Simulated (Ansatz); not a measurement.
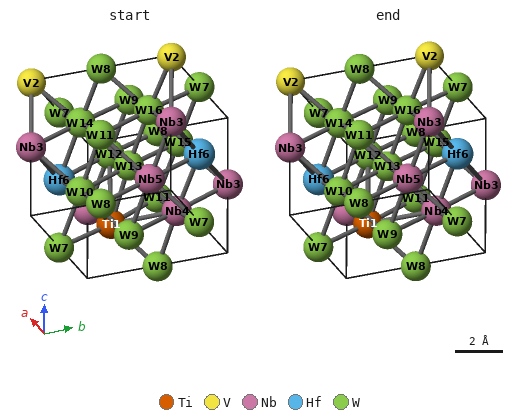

The structure of solid HfTiNb3VW10 (a generated structure, set up in P1) (coarse preliminary run) before (left) and after (right) a relaxation, at one scale.

A ball-and-stick model of the cell of the calculation, seen from a free direction.

Case: elements placed on the bcc lattice at random, relaxed further on a centred mesh.

Level of theory: DFT PBE, scalar-relativistic, plane waves, PAW (Ansatz). (plane-wave cutoff 420 eV; k-point mesh 3 × 3 × 3; occupations gaussian; smearing width 0.1 eV; no spin polarisation; cell and atoms relaxed; force threshold 0.04 eV/Å; at most 25 steps)

### What changed between the two?

Ti1 moves most relative to the cell: 0.094 Å roughly along [0 −2 1]. Largest moves by element: Ti 0.094 Å, Nb 0.060 Å, V 0.055 Å, W 0.029 Å, Hf 0.018 Å. The volume changes by −1.2 %, with a 6.395 → 6.416 Å (+0.3 %), b 6.471 → 6.424 Å (−0.7 %), c 6.492 → 6.443 Å (−0.8 %), α 90.2° → 89.9°, β 90.3° → 90.0°, γ 90.0° → 89.9°. Among the contacts that change: Ti1–Nb4 3.435 → 3.265 Å, Ti1–Nb4 (another image) 3.037 → 3.159 Å, Ti1–Nb3 2.940 → 2.824 Å, Ti1–Hf6 2.920 → 2.828 Å. The space group stays P1 (No. 1). The energy falls by 0.177 eV per cell of the calculation in 3 accepted moves (5 points after the start). The largest force component goes from 1.1 to 0.01 eV/Å. Pressure: −1.89 GPa at the start and 0.02 GPa at the end. The line search rejected the trial step at point 1 of the run. At 1 point the geometry stayed and the basis and grid were re-selected for the new cell (energy shift of 1.1 meV per cell of the calculation at most each time).
